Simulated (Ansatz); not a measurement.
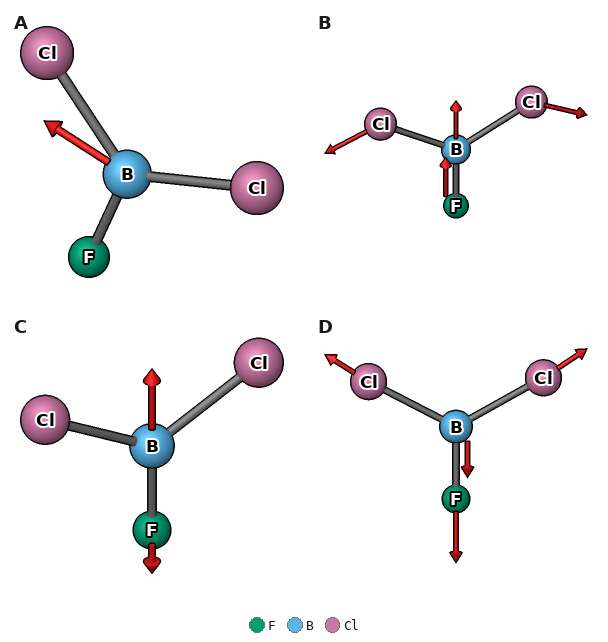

4 normal modes of one molecule or complex, as arrows. Harmonic vibrations computed with RKS PBE0-D4/def2-TZVP (Ansatz 0.2.0) at a stationary point of the same level.

> Match the panels to the wavenumbers 265 cm⁻¹, 565 cm⁻¹, 1009 cm⁻¹, 1347 cm⁻¹.

A: 1009 cm⁻¹
B: 265 cm⁻¹, Cl–B–Cl bending
C: 1347 cm⁻¹, B–F stretching
D: 565 cm⁻¹, in-phase stretching of 2 B–Cl bonds
